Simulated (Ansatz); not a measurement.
## CH7NOSn: geometry relaxation (part 1 of 2)

CH7NOSn, computed with RKS PBE0/def2-SVP (Ansatz 0.2.0).

The input holds or restrains some coordinates. It belongs to a series of runs on one base structure; here: pulled along the bonds that form and break, towards end A.

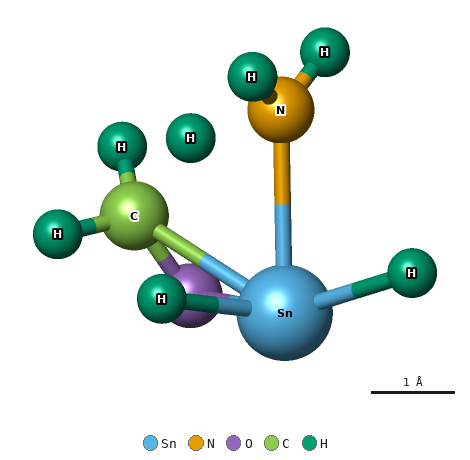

The starting structure (ball-and-stick view, seen at a tilt). Sticks mark near contacts.

Key numbers:

```csv
quantity,value
outcome,converged under the restraints of the input
total energy,−10509.2248 eV
mean-field energy,−10509.2248 eV
"largest force (length of the vector) at the end, held atoms and coordinates included",3.904 eV/Å
hardware,"2 threads of Intel Xeon (Granite Rapids), 16 GiB of memory available, shared host"
wall time,26 s (CPU time 49 s)
peak memory,0.26 GiB
```

Input:
```yaml
crystal:
  periodic: [false, false, false]
  atoms:
    - { symbol: Sn, position_ang: [-1.0959, 0.3587, -1.1648] }
    - { symbol: "N", position_ang: [-0.6254, -0.1423, 1.1914] }
    - { symbol: O, position_ang: [0.5414, -0.8878, -1.657] }
    - { symbol: C, position_ang: [1.2204, -0.4975, -0.6586] }
    - { symbol: H, position_ang: [0.5331, -0.2936, 0.5423] }
    - { symbol: H, position_ang: [-2.8413, 0.8925, -0.1321] }
    - { symbol: H, position_ang: [-0.0218, 1.844, -0.7739] }
    - { symbol: H, position_ang: [-0.8333, -0.9686, 1.7319] }
    - { symbol: H, position_ang: [-0.4851, 0.6366, 1.8171] }
    - { symbol: H, position_ang: [1.8737, 0.3701, -0.7774] }
    - { symbol: H, position_ang: [1.7342, -1.3121, -0.1189] }
basis:
  gaussian: { orbitals: def2-SVP }
hamiltonian:
  xc: pbe0
relax:
  f_tol: 0.15
  max_steps: 25
  restrain:
    - { distance: [4, 1], at: 2.32, k: 30.0 }
    - { distance: [0, 3], at: 3.45, k: 30.0 }
    - { distance: [0, 1], at: 2.1, k: 30.0 }
    - { distance: [4, 3], at: 1.07, k: 30.0 }
output:
  orbitals: {}
```

Run as:
```bash
ansatz run input.yaml --threads 2 --pin off --max-ram 3072MiB --backend cpu --events-out ev --progress --plain --runs-dir out
```

Log:
```
The last accepted step is kept in [file] (removed where the run ends without a failure and the disk answers)
Engine: ansatz 0.2.0, x86_64-unknown-linux-gnu
Functional definition: PBE0
  parameter a = 0.25
  parameter kappa = 0.804
  parameter beta = 0.06672455060314922
  exchange = (1 - a)*pbe_x(kappa = kappa, mu = beta*pi^2/3) + a*exact_x
  correlation = pbe_c(beta = beta)
1225 factors; integrals over basis functions are off by at most 3.4e-4 eV
mean field evaluation 1: about -10492.2195 eV, gradient 7.2e1 eV
mean field evaluation 2: about -10404.2010 eV, gradient 1.9e2 eV
mean field evaluation 4: about -10504.3922 eV, gradient 2.9e1 eV
mean field evaluation 8: about -10506.1584 eV, gradient 1.5e-1 eV
mean field evaluation 16: about -10506.1971 eV, gradient 3.8e-4 eV
mean field -10506.19709398 eV, -386.0956218475 hartree, gradient 6.1e-5 eV, S^2 0.000000; 0 other end points of the search recorded, 0 dependent functions left out
the calculation of the forces begins
reference -10506.19712309 eV, -386.0956229174 hartree; 25, 25 occupied and 78, 78 virtual orbitals, 1225 factors
relax step   1: F+E_penalty+E_count = -10506.19709398 eV  Δ(F+E_penalty+E_count) = +0.000e0 eV  max|allowed force component| = 4.014e0 eV/Å  E_restraint = 30.96203333 eV  max|allowed force component, restraints' pulls added| = 2.902e1 eV/Å  Δτ_max = 0.0000 Å  (30 SCF iters, accepted)
  distance H 4 - N 1 = 1.3365 Å
  distance Sn 0 - C 3 = 2.5208 Å
  distance Sn 0 - N 1 = 2.4544 Å
  distance H 4 - C 3 = 1.3986 Å
these checks for a lower state are left out or cut short: starts, cluster_reference, orbital_swaps, neighbouring_geometries, increment
1225 factors; integrals over basis functions are off by at most 6.4e-4 eV
mean field -10506.52704335 eV, -386.1077472635 hartree, gradient 2.4e-5 eV, S^2 0.000000; 0 other end points of the search recorded, 0 dependent functions left out
[... from here on the field's lines of each further geometry are left out, up to the last ...]
relax step   2: F+E_penalty+E_count = -10506.52704335 eV  Δ(F+E_penalty+E_count) = -3.299e-1 eV  max|allowed force component| = 2.384e0 eV/Å  E_restraint = 14.46330991 eV  max|allowed force component, restraints' pulls added| = 2.066e1 eV/Å  Δτ_max = 0.1946 Å  (39 SCF iters, accepted)
relax step   3: F+E_penalty+E_count = -10506.11955438 eV  Δ(F+E_penalty+E_count) = +4.075e-1 eV  max|allowed force component| = 4.248e0 eV/Å  E_restraint = 4.52987131 eV  max|allowed force component, restraints' pulls added| = 8.876e0 eV/Å  Δτ_max = 0.1988 Å  (42 SCF iters, accepted)
relax step   4: F+E_penalty+E_count = -10506.29437629 eV  Δ(F+E_penalty+E_count) = -1.748e-1 eV  max|allowed force component| = 4.439e0 eV/Å  E_restraint = 0.69633538 eV  max|allowed force component, restraints' pulls added| = 1.728e0 eV/Å  Δτ_max = 0.1946 Å  (41 SCF iters, accepted)
relax step   5: F+E_penalty+E_count = -10507.00662543 eV  Δ(F+E_penalty+E_count) = -7.122e-1 eV  max|allowed force component| = 3.420e0 eV/Å  E_restraint = 0.25251494 eV  max|allowed force component, restraints' pulls added| = 9.485e-1 eV/Å  Δτ_max = 0.1949 Å  (35 SCF iters, accepted)
relax step   6: F+E_penalty+E_count = -10507.55958120 eV  Δ(F+E_penalty+E_count) = -5.530e-1 eV  max|allowed force component| = 3.252e0 eV/Å  E_restraint = 0.18498538 eV  max|allowed force component, restraints' pulls added| = 6.656e-1 eV/Å  Δτ_max = 0.1951 Å  (35 SCF iters, accepted)
relax step   7: F+E_penalty+E_count = -10507.96731916 eV  Δ(F+E_penalty+E_count) = -4.077e-1 eV  max|allowed force component| = 3.413e0 eV/Å  E_restraint = 0.17125656 eV  max|allowed force component, restraints' pulls added| = 1.022e0 eV/Å  Δτ_max = 0.1999 Å  (35 SCF iters, accepted)
relax step   8: F+E_penalty+E_count = -10508.42987281 eV  Δ(F+E_penalty+E_count) = -4.626e-1 eV  max|allowed force component| = 3.284e0 eV/Å  E_restraint = 0.26009870 eV  max|allowed force component, restraints' pulls added| = 1.023e0 eV/Å  Δτ_max = 0.1949 Å  (34 SCF iters, accepted)
relax step   9: F+E_penalty+E_count = -10508.79167479 eV  Δ(F+E_penalty+E_count) = -3.618e-1 eV  max|allowed force component| = 3.489e0 eV/Å  E_restraint = 0.29749652 eV  max|allowed force component, restraints' pulls added| = 5.333e-1 eV/Å  Δτ_max = 0.1952 Å  (32 SCF iters, accepted)
relax step  10: F+E_penalty+E_count = -10509.00581842 eV  Δ(F+E_penalty+E_count) = -2.141e-1 eV  max|allowed force component| = 3.287e0 eV/Å  E_restraint = 0.30070142 eV  max|allowed force component, restraints' pulls added| = 4.848e-1 eV/Å  Δτ_max = 0.1949 Å  (31 SCF iters, accepted)
relax step  11: F+E_penalty+E_count = -10509.16499469 eV  Δ(F+E_penalty+E_count) = -1.592e-1 eV  max|allowed force component| = 3.344e0 eV/Å  E_restraint = 0.29008266 eV  max|allowed force component, restraints' pulls added| = 3.456e-1 eV/Å  Δτ_max = 0.1993 Å  (30 SCF iters, accepted)
the calculation of the forces begins
reference -10509.22475494 eV, -386.2068863356 hartree; 25, 25 occupied and 78, 78 virtual orbitals, 1225 factors
relax step  12: F+E_penalty+E_count = -10509.22472354 eV  Δ(F+E_penalty+E_count) = -5.973e-2 eV  max|allowed force component| = 3.301e0 eV/Å  E_restraint = 0.27189021 eV  max|allowed force component, restraints' pulls added| = 7.377e-2 eV/Å  Δτ_max = 0.2000 Å  (31 SCF iters, accepted)
```

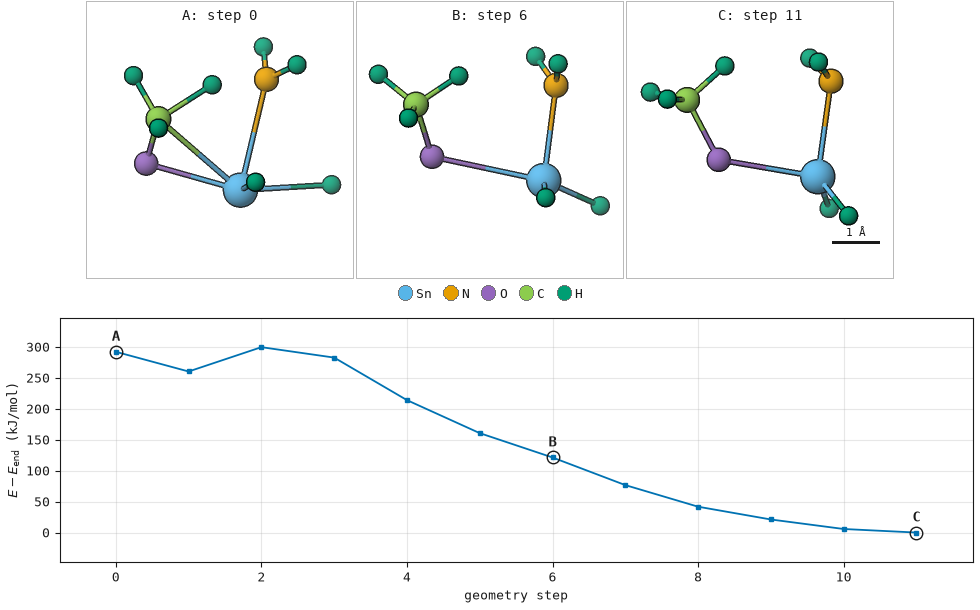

Frames of the restrained relaxation (ball-and-stick view, seen at a tilt) above the curves, on which the letters mark them (the first geometry is step 0 here and step 1 in the log).

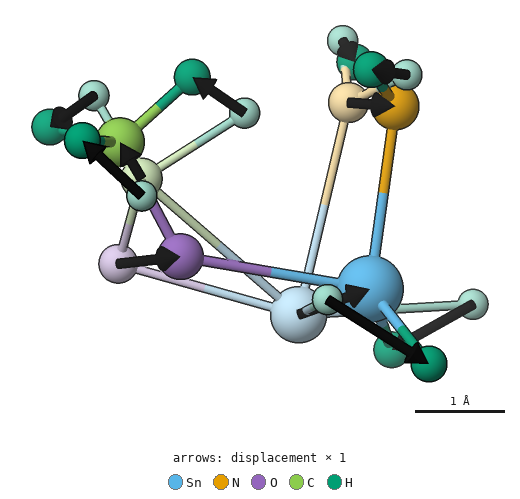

Start (faint) and end (solid) with the displacements as black arrows, at true length (ball-and-stick view, seen at a tilt). The two geometries are laid on each other by the best rigid fit. After 11 geometry steps the energy has fallen by 292.1 kJ/mol. Largest force component: 4 eV/Å at the start, 3.3 eV/Å at the end. H7 moves most after the best rigid fit: 1.38 Å. Largest moves by element: H 1.38 Å, Sn 0.89 Å, O 0.85 Å, N 0.58 Å, C 0.48 Å. Distances before and after: Sn1–C4 2.521 → 3.327 Å, Sn1–H6 2.097 → 1.708 Å, Sn1–N2 2.454 → 2.079 Å, C4–H5 1.399 → 1.099 Å. Among the angles that change: O3–Sn1–H6 155.3° → 111.5°, N2–Sn1–H6 74.9° → 113.5°, Sn1–O3–C4 92.9° → 128.4°. (Atoms are counted from 1 in the order of the input.)

```
  distance H 4 - N 1 = 2.3613 Å
  distance Sn 0 - C 3 = 3.3270 Å
  distance Sn 0 - N 1 = 2.0786 Å
  distance H 4 - C 3 = 1.0991 Å
1225 factors; integrals over basis functions are off by at most 7.6e-4 eV
mean field -10509.22472354 eV, -386.2068851818 hartree, gradient 2.1e-5 eV, S^2 0.000000; 1 other end points of the search recorded, 0 dependent functions left out
the calculation of the forces begins
reference -10509.22475494 eV, -386.2068863356 hartree; 25, 25 occupied and 78, 78 virtual orbitals, 1225 factors
Total energy: -10509.22475494 eV, -386.2068863356 hartree
Atom 0 at    -1.394222     0.857118    -0.496544 Å, force     3.300746    -1.999931     0.591603 eV/Å
Atom 1 at    -0.841914     0.302811     1.429164 Å, force    -1.159092     0.746119    -0.137061 eV/Å
Atom 2 at     0.426132    -0.141788    -1.222806 Å, force     0.012811     0.039628     0.021330 eV/Å
Atom 3 at     1.495246    -0.790945    -0.432436 Å, force    -2.869728     1.683017    -0.899895 eV/Å
Atom 4 at     1.131993    -0.693343     0.600323 Å, force     0.726127    -0.454017     0.373419 eV/Å
Atom 5 at    -2.803820     0.070346    -1.053126 Å, force     0.070352    -0.000304     0.009141 eV/Å
Atom 6 at    -1.269048     2.529203    -0.821126 Å, force    -0.022409    -0.054973     0.051256 eV/Å
Atom 7 at    -0.856804    -0.700362     1.589421 Å, force     0.010145     0.017777    -0.047212 eV/Å
Atom 8 at     0.061856     0.676895     1.700497 Å, force     0.007071    -0.003812     0.008514 eV/Å
Atom 9 at     2.452914    -0.258361    -0.571257 Å, force    -0.053335    -0.038256     0.013746 eV/Å
Atom 10 at     1.597665    -1.851575    -0.722110 Å, force    -0.022688     0.064753     0.015158 eV/Å
Dipole moment:    -0.294782     0.145887     0.173343 e Å
```

Trajectory as extended XYZ (Å, eV, eV/Å), 12 frames, from step=1 to step=12:
```
11
Properties=species:S:1:pos:R:3:forces:R:3 step=1 energy=-10506.19709
Sn   -1.0959    0.3587   -1.1648   -2.9490   2.1224   1.8672
N    -0.6254   -0.1423    1.1914    1.1734  -0.0849  -2.4423
O     0.5414   -0.8878   -1.6570   -1.4260  -0.2540  -1.1663
C     1.2204   -0.4975   -0.6586    4.0140  -0.8173   1.5926
H     0.5331   -0.2936    0.5423   -1.3976   0.1017   0.9105
H    -2.8413    0.8925   -0.1321    1.0896  -0.4670  -0.8295
H    -0.0218    1.8440   -0.7739   -0.6171  -0.8839  -0.4406
H    -0.8333   -0.9686    1.7319   -0.2581  -0.4843   0.1918
H    -0.4851    0.6366    1.8171    0.0982   0.5052   0.1604
H     1.8737    0.3701   -0.7774    0.2561   0.4964  -0.1448
H     1.7342   -1.3121   -0.1189    0.0165  -0.2344   0.3011
11
Properties=species:S:1:pos:R:3:forces:R:3 step=2 energy=-10506.52704
Sn   -1.2701    0.4181   -1.1015    0.7440   0.7380   2.3464
N    -0.7636   -0.1094    1.1663    0.8559  -0.0112  -1.1343
O     0.5381   -0.8712   -1.6252   -0.3811   0.3799   0.6583
C     1.3547   -0.5509   -0.6266   -2.3434   1.6432  -1.1156
H     0.6833   -0.3172    0.4314   -0.7145   0.2720   0.0017
H    -2.8338    0.8887   -0.1388    0.5988  -0.3347  -0.6923
H    -0.0301    1.8335   -0.7788   -1.0842  -0.7421  -0.4184
H    -0.8388   -0.9675    1.7296   -0.3542   0.2054  -0.3549
H    -0.4882    0.6387    1.8146   -0.0233  -0.0916  -0.4010
H     1.8907    0.3782   -0.7717    0.9536   0.3250   0.0473
H     1.7576   -1.3409   -0.0992    1.7483  -2.3838   1.0627
11
Properties=species:S:1:pos:R:3:forces:R:3 step=3 energy=-10506.11955
Sn   -1.3907    0.4656   -1.0049    3.6395  -0.1148   2.2001
N    -0.9390   -0.0624    1.1546    1.0876  -0.2990   0.8851
O     0.5410   -0.8608   -1.6034   -0.2117   0.2617   0.6984
C     1.4451   -0.5804   -0.6109   -4.2477   2.5449  -2.1732
H     0.8565   -0.3466    0.3382   -1.0687   0.6823   0.6436
H    -2.8311    0.8850   -0.1479   -0.5939  -0.0422  -0.3674
H    -0.0528    1.8242   -0.7851   -1.3972  -0.6066  -0.4179
H    -0.8458   -0.9564    1.7157   -0.6723   0.9967  -1.1658
H    -0.4889    0.6330    1.8017   -0.4472  -0.5014  -1.1522
H     1.9114    0.3813   -0.7715    1.5001   0.1151  -0.0228
H     1.7944   -1.3826   -0.0866    2.4113  -3.0367   0.8721
```
